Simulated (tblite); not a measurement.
# Geometry relaxation, with input and output: CH6ClSi2 (part 1 of 2)

CH6ClSi2, multiplicity 2, SMILES [SiH3][C]([SiH3])Cl, computed with GFN2-xTB geometry optimisation, gas phase (tblite 0.8.0).

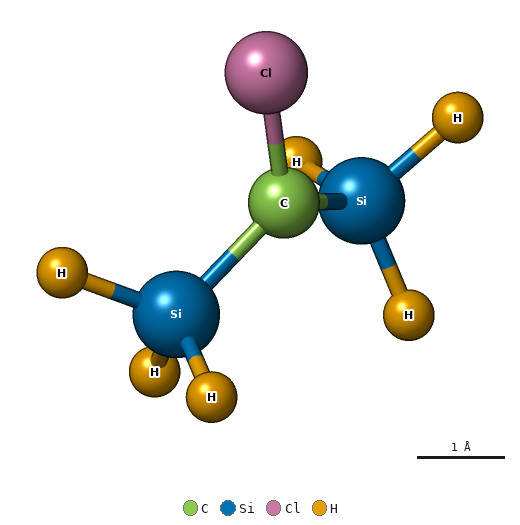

Figure 1. The input geometry (ball-and-stick view, seen at a tilt). Bond lengths as drawn: C–Cl 1.73 Å, C–Si 1.82 Å and H–Si 1.44 to 1.49 Å.

Results in brief

- outcome: converged
- total energy: −357.4947 eV
- hardware: 1 CPU thread, shared host
- wall time: 2.2 s
- peak memory: 0.18 GiB

The input
```
{"job": {"kind": "relax", "xc": "GFN2-xTB", "basis": "xTB"}, "charge": 0, "multiplicity": 2}
C     -0.052443     0.747790    -0.063523
Si     1.561671    -0.091114    -0.034891
Si    -1.524341    -0.271093     0.242582
Cl    -0.203585     2.155227    -1.060495
H      1.687123    -0.859352     1.201438
H      1.848703    -0.938527    -1.169063
H      2.605364     0.965420    -0.057376
H     -2.142803     0.059994     1.511637
H     -1.154860    -1.687635     0.198923
H     -2.623878    -0.095436    -0.749588
```

The first line tells a small driver script what to run in tblite; the rest is the geometry in Å.

Launch command:
```bash
OMP_NUM_THREADS=1 python <driver script> task.json out
```

The program's output
```
step      E/eV     max force
  0    -357.21779    2.110
  1    -357.32673    0.906
  2    -357.35923    0.530
  3    -357.37666    0.553
  4    -357.39978    0.434
  5    -357.41101    0.306
  6    -357.41965    0.275
  7    -357.42562    0.199
  8    -357.43052    0.182
  9    -357.43445    0.144
 10    -357.43708    0.160
 11    -357.43966    0.161
 12    -357.44405    0.224
 13    -357.45020    0.238
 14    -357.45564    0.220
 15    -357.45849    0.162
 16    -357.45974    0.074
 17    -357.46061    0.093
 18    -357.46219    0.134
 19    -357.46466    0.157
 20    -357.46757    0.148
 21    -357.46951    0.079
 22    -357.47025    0.069
 23    -357.47047    0.052
 24    -357.47066    0.037
 25    -357.47093    0.049
 26    -357.47123    0.060
 27    -357.47152    0.052
 28    -357.47174    0.034
 29    -357.47187    0.033
 30    -357.47197    0.031
 31    -357.47208    0.033
 32    -357.47224    0.041
 33    -357.47241    0.046
 34    -357.47256    0.033
 35    -357.47263    0.020
 36    -357.47267    0.019
 37    -357.47271    0.021
 38    -357.47279    0.030
 39    -357.47293    0.036
 40    -357.47310    0.032
 41    -357.47323    0.028
 42    -357.47330    0.021
 43    -357.47337    0.022
 44    -357.47347    0.030
 45    -357.47363    0.031
 46    -357.47378    0.031
 47    -357.47387    0.024
 48    -357.47392    0.020
 49    -357.47399    0.024
 50    -357.47412    0.034
 51    -357.47434    0.037
 52    -357.47457    0.032
 53    -357.47471    0.031
 54    -357.47483    0.032
 55    -357.47498    0.042
 56    -357.47528    0.053
 57    -357.47587    0.071
 58    -357.47669    0.078
 59    -357.47757    0.063
 60    -357.47844    0.062
 61    -357.47905    0.071
 62    -357.47863    0.108
 63    -357.47976    0.071
 64    -357.48014    0.073
 65    -357.48013    0.130
 66    -357.48184    0.082
 67    -357.48277    0.082
 68    -357.48320    0.163
 69    -357.48544    0.077
 70    -357.48661    0.083
 71    -357.48635    0.181
 72    -357.48879    0.058
 73    -357.48926    0.046
 74    -357.48968    0.049
 75    -357.48984    0.044
 76    -357.49019    0.035
 77    -357.49043    0.043
 78    -357.49091    0.062
 79    -357.49128    0.043
 80    -357.49151    0.035
 81    -357.49164    0.028
 82    -357.49172    0.021
 83    -357.49183    0.024
 84    -357.49193    0.021
 85    -357.49199    0.022
 86    -357.49203    0.019
 87    -357.49209    0.023
 88    -357.49219    0.023
 89    -357.49225    0.025
 90    -357.49230    0.018
 91    -357.49233    0.011
 92    -357.49235    0.013
 93    -357.49237    0.012
 94    -357.49239    0.011
 95    -357.49241    0.012
 96    -357.49243    0.013
 97    -357.49246    0.012
 98    -357.49247    0.012
 99    -357.49249    0.008
100    -357.49250    0.012
101    -357.49252    0.013
102    -357.49254    0.016
103    -357.49258    0.023
104    -357.49265    0.031
105    -357.49277    0.049
106    -357.49296    0.062
107    -357.49318    0.059
108    -357.49335    0.042
109    -357.49352    0.038
110    -357.49371    0.047
111    -357.49390    0.049
112    -357.49403    0.029
113    -357.49413    0.020
114    -357.49422    0.023
115    -357.49430    0.034
116    -357.49441    0.038
117    -357.49450    0.024
118    -357.49453    0.011
119    -357.49454    0.011
120    -357.49455    0.010
121    -357.49458    0.011
122    -357.49461    0.010
123    -357.49463    0.010
124    -357.49465    0.012
125    -357.49466    0.011
126    -357.49467    0.008
127    -357.49468    0.004
```

Trajectory as extended XYZ (Å, eV, eV/Å), 27 frames, from step=0 to step=127
```
10
Properties=species:S:1:pos:R:3:forces:R:3 step=0 energy=-357.21779
C    -0.0524    0.7478   -0.0635   -0.1340   1.1100  -0.7870
Si    1.5617   -0.0911   -0.0349    1.9910   0.2940   0.4080
Si   -1.5243   -0.2711    0.2426   -1.9730  -0.7190  -0.2030
Cl   -0.2036    2.1552   -1.0605    0.0230  -0.2380   0.3240
H     1.6871   -0.8594    1.2014   -0.1020  -0.0460   0.0100
H     1.8487   -0.9385   -1.1691   -0.0720  -0.3170  -0.3680
H     2.6054    0.9654   -0.0574   -0.1910  -0.1990   0.0330
H    -2.1428    0.0600    1.5116   -0.0120   0.0570   0.3690
H    -1.1549   -1.6876    0.1989    0.0770   0.0100   0.0770
H    -2.6239   -0.0954   -0.7496    0.3930   0.0480   0.1350
10
Properties=species:S:1:pos:R:3:forces:R:3 step=5 energy=-357.41101
C    -0.0628    0.7148   -0.1197    0.0410  -0.2330  -0.1940
Si    1.6535   -0.0681   -0.0221   -0.2180   0.0180  -0.1260
Si   -1.6161   -0.2945    0.2416    0.1860   0.1380   0.0210
Cl   -0.2071    2.1636   -1.0413   -0.0160  -0.2060   0.2210
H     1.6791   -0.8664    1.2093    0.0430   0.0860  -0.0840
H     1.8393   -0.9597   -1.1885    0.0360   0.1100   0.1550
H     2.6470    0.9974   -0.0513    0.0900   0.0210   0.0350
H    -2.1489    0.0653    1.5626    0.0120  -0.0300  -0.0630
H    -1.1512   -1.6873    0.2120   -0.1060   0.0550   0.0720
H    -2.6319   -0.0797   -0.7830   -0.0680   0.0420  -0.0380
10
Properties=species:S:1:pos:R:3:forces:R:3 step=10 energy=-357.43708
C    -0.0625    0.6522   -0.1778   -0.0030  -0.0070   0.0110
Si    1.6642   -0.0534   -0.0322    0.0110  -0.0700  -0.0250
Si   -1.6271   -0.2865    0.2376   -0.0080  -0.0770  -0.0010
Cl   -0.2159    2.1421   -0.9944   -0.0470   0.1520  -0.0180
H     1.6883   -0.8463    1.1935    0.0530   0.0070   0.0720
H     1.8524   -0.9509   -1.1741    0.1250  -0.0360  -0.0740
H     2.6699    1.0042   -0.0409   -0.0040   0.0280   0.0120
H    -2.1478    0.0648    1.5634   -0.0050   0.0560  -0.0420
H    -1.1792   -1.6776    0.2358   -0.0850  -0.0990   0.0450
H    -2.6414   -0.0633   -0.7911   -0.0380   0.0450   0.0210
10
Properties=species:S:1:pos:R:3:forces:R:3 step=15 energy=-357.45849
C    -0.0638    0.6069   -0.2406    0.0210   0.0440   0.0250
Si    1.6800   -0.0663   -0.0549   -0.0140   0.0290  -0.0150
Si   -1.6347   -0.3097    0.2213    0.0200   0.0500  -0.0010
Cl   -0.2485    2.1677   -0.9356    0.0210  -0.1410   0.0790
H     1.7296   -0.8134    1.2035   -0.0170  -0.0310  -0.0290
H     1.9416   -0.9563   -1.1926    0.0520  -0.0110   0.0220
H     2.6706    1.0072   -0.0239   -0.0290   0.0530  -0.0380
H    -2.1471    0.0962    1.5319    0.0100   0.0730   0.0620
H    -1.2627   -1.7213    0.2852   -0.0290  -0.0340  -0.0430
H    -2.6642   -0.0257   -0.7748   -0.0360  -0.0330  -0.0620
10
Properties=species:S:1:pos:R:3:forces:R:3 step=20 energy=-357.46757
C    -0.0583    0.5732   -0.2452   -0.0510  -0.1010   0.0670
Si    1.6958   -0.0639   -0.0670    0.0130  -0.0750  -0.0110
Si   -1.6486   -0.3095    0.2195   -0.0460  -0.0600   0.0550
Cl   -0.2555    2.1439   -0.8830    0.0040   0.1370  -0.0580
H     1.7389   -0.8124    1.1881    0.0190  -0.0440   0.0270
H     2.0069   -0.9614   -1.1874    0.0100   0.0240   0.0090
H     2.6547    1.0366   -0.0370   -0.0140   0.0600  -0.0240
H    -2.1347    0.1447    1.5350    0.0390  -0.0050  -0.1060
H    -1.3196   -1.7380    0.2850   -0.0400   0.0880  -0.0130
H    -2.6788   -0.0281   -0.7884    0.0680  -0.0220   0.0540
10
Properties=species:S:1:pos:R:3:forces:R:3 step=25 energy=-357.47093
C    -0.0603    0.5653   -0.2360    0.0260   0.0140  -0.0230
Si    1.6980   -0.0704   -0.0682    0.0190   0.0120   0.0300
Si   -1.6525   -0.3129    0.2227    0.0000   0.0040  -0.0230
Cl   -0.2539    2.1452   -0.8735    0.0160  -0.0220   0.0060
H     1.7471   -0.8227    1.1880    0.0240  -0.0080  -0.0230
H     2.0303   -0.9607   -1.1876   -0.0150   0.0160   0.0030
H     2.6382    1.0519   -0.0468   -0.0470  -0.0140  -0.0030
H    -2.1282    0.1627    1.5250   -0.0190   0.0100   0.0290
H    -1.3423   -1.7395    0.2821   -0.0010  -0.0150   0.0160
H    -2.6753   -0.0337   -0.7861   -0.0040   0.0040  -0.0130
10
Properties=species:S:1:pos:R:3:forces:R:3 step=30 energy=-357.47197
C    -0.0575    0.5559   -0.2429   -0.0150  -0.0090   0.0250
Si    1.7014   -0.0726   -0.0631   -0.0150  -0.0030  -0.0190
Si   -1.6543   -0.3124    0.2215   -0.0080   0.0010   0.0040
Cl   -0.2468    2.1412   -0.8655    0.0110  -0.0070  -0.0060
H     1.7635   -0.8346    1.1851    0.0160   0.0010  -0.0010
H     2.0369   -0.9533   -1.1873   -0.0010  -0.0090  -0.0160
H     2.6197    1.0637   -0.0514    0.0100   0.0170   0.0210
H    -2.1304    0.1727    1.5233   -0.0010  -0.0020  -0.0140
H    -1.3570   -1.7422    0.2899    0.0050   0.0040   0.0140
H    -2.6745   -0.0332   -0.7902   -0.0020   0.0060  -0.0080
10
Properties=species:S:1:pos:R:3:forces:R:3 step=35 energy=-357.47263
C    -0.0593    0.5523   -0.2345    0.0070   0.0060  -0.0020
Si    1.7008   -0.0743   -0.0648    0.0120   0.0010   0.0040
Si   -1.6595   -0.3127    0.2206    0.0010   0.0010   0.0030
Cl   -0.2364    2.1353   -0.8682   -0.0120  -0.0110   0.0000
H     1.7812   -0.8408    1.1797    0.0010  -0.0020  -0.0030
H     2.0336   -0.9506   -1.1940    0.0030   0.0100  -0.0090
H     2.6085    1.0722   -0.0434    0.0050  -0.0110   0.0030
H    -2.1357    0.1761    1.5196   -0.0180   0.0070   0.0020
H    -1.3583   -1.7415    0.3014   -0.0060   0.0090  -0.0010
H    -2.6740   -0.0305   -0.7970    0.0080  -0.0090   0.0040
10
Properties=species:S:1:pos:R:3:forces:R:3 step=40 energy=-357.47310
C    -0.0564    0.5450   -0.2307   -0.0070  -0.0200   0.0170
Si    1.7074   -0.0763   -0.0674   -0.0220  -0.0050  -0.0040
Si   -1.6626   -0.3104    0.2241    0.0060   0.0100   0.0140
Cl   -0.2404    2.1254   -0.8652    0.0020   0.0270  -0.0150
H     1.7967   -0.8464    1.1738   -0.0060  -0.0160  -0.0020
H     2.0412   -0.9413   -1.2057    0.0020   0.0150   0.0040
H     2.6076    1.0743   -0.0356    0.0210   0.0080  -0.0060
H    -2.1519    0.1873    1.5154   -0.0010   0.0070  -0.0050
H    -1.3706   -1.7385    0.3116    0.0070  -0.0290   0.0100
H    -2.6702   -0.0337   -0.8005   -0.0020   0.0020  -0.0140
10
Properties=species:S:1:pos:R:3:forces:R:3 step=45 energy=-357.47363
C    -0.0572    0.5486   -0.2150    0.0020   0.0280  -0.0140
Si    1.7063   -0.0757   -0.0653    0.0210   0.0100   0.0020
Si   -1.6642   -0.3088    0.2309   -0.0070  -0.0280  -0.0110
Cl   -0.2378    2.1207   -0.8780    0.0000  -0.0200   0.0140
H     1.8046   -0.8620    1.1657   -0.0140  -0.0010  -0.0140
H     2.0345   -0.9262   -1.2162    0.0010   0.0090   0.0030
H     2.6128    1.0728   -0.0304   -0.0100  -0.0180   0.0020
H    -2.1704    0.1944    1.5135    0.0050   0.0010  -0.0050
H    -1.3660   -1.7384    0.3222   -0.0070   0.0230   0.0180
H    -2.6616   -0.0400   -0.8078    0.0080  -0.0050   0.0050
10
Properties=species:S:1:pos:R:3:forces:R:3 step=50 energy=-357.47412
C    -0.0558    0.5410   -0.2096    0.0010  -0.0190   0.0080
Si    1.7124   -0.0748   -0.0684   -0.0210  -0.0040   0.0000
Si   -1.6684   -0.3112    0.2342    0.0140   0.0310  -0.0040
Cl   -0.2413    2.1106   -0.8727   -0.0010   0.0210  -0.0030
H     1.8160   -0.8770    1.1502   -0.0170  -0.0120   0.0050
H     2.0471   -0.9050   -1.2307    0.0000  -0.0090  -0.0180
H     2.6157    1.0732   -0.0208    0.0050   0.0200   0.0090
H    -2.1884    0.2126    1.5026    0.0110   0.0050   0.0050
H    -1.3827   -1.7385    0.3506    0.0110  -0.0200   0.0130
H    -2.6536   -0.0456   -0.8158   -0.0030  -0.0120  -0.0130
10
Properties=species:S:1:pos:R:3:forces:R:3 step=55 energy=-357.47498
C    -0.0530    0.5458   -0.1947   -0.0070   0.0170  -0.0330
Si    1.7137   -0.0738   -0.0697    0.0100  -0.0060  -0.0170
Si   -1.6658   -0.3089    0.2372   -0.0100  -0.0250   0.0210
Cl   -0.2425    2.1079   -0.8780    0.0060   0.0000   0.0110
H     1.8010   -0.9081    1.1294    0.0050   0.0080  -0.0100
H     2.0445   -0.8776   -1.2538    0.0000   0.0030   0.0060
H     2.6220    1.0727   -0.0050   -0.0240  -0.0230   0.0250
H    -2.2011    0.2293    1.4929   -0.0020   0.0220   0.0010
H    -1.3798   -1.7348    0.3935    0.0110   0.0210  -0.0130
H    -2.6380   -0.0672   -0.8321    0.0110  -0.0170   0.0080
```
